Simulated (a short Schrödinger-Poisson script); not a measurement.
Structure: MOS inversion layer, SiO2 on p-type Si(111), at 300 K.

```tsv
layer	material	thickness (nm)	Na (cm⁻³)
1	SiO2	3.7	-
2	Si	310	1.9e18
```

Constants are typed, rounded textbook-type inputs, not results; the design itself was drawn at random and stands for no fabricated device. SiO2: permittivity 3.9, conduction-band edge (eV) 3.15, gap (eV) 9, electron mass (mₑ) 0.5. Si: permittivity 11.7, conduction-band edge (eV) 0, gap (eV) 1.124, Nv at 300 K (cm⁻³) 3.1e19.

Channel valleys (confinement mass, in-plane density-of-states mass, number): Δ6 0.258, 0.358, 6. At the gate the conduction-band edge of layer 1 lies 3.52 eV − eVg above the Fermi level of the channel; the field vanishes at the back. Gaps are held at their typed values at every temperature. Mesh 0.03 nm at interfaces.

From a short Schrödinger-Poisson script (our own, NumPy): 1D Poisson equation in equilibrium, electrons quantum, Hartree (BenDaniel-Duke, 12 states a valley, the channel's in-plane mass for all, wave functions ending at the dielectric), parabolic valleys, classical holes, full ionisation, no traps, pinning or gate leakage.

Only gate voltages with over 1e8 electrons/cm² are shown.

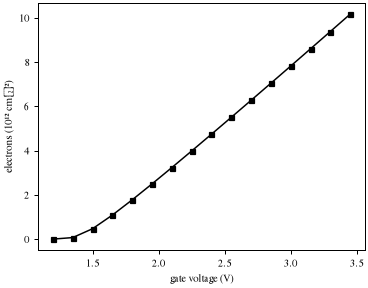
Figure. Sheet density against gate voltage

```
Vg (V)  electrons (cm⁻²)  C (μF/cm²)  Δ6 E0 (meV)  Δ6 E1 (meV)
------  ----------------  ----------  -----------  -----------
1.2               2.23e9       0.284        239.2        391.7
1.5              4.70e11       0.657        100.6        263.4
1.8              1.78e12       0.772         65.5        234.8
2.1              3.23e12       0.800         49.2        224.0
2.4              4.74e12       0.814         38.4        218.4
2.7              6.27e12       0.823         30.3        215.2
3                7.82e12       0.829         23.6        213.2
3.3              9.38e12       0.834         18.0        212.1
```

Subbands count from the Fermi level; a dash marks a level above the dielectric's band edge.
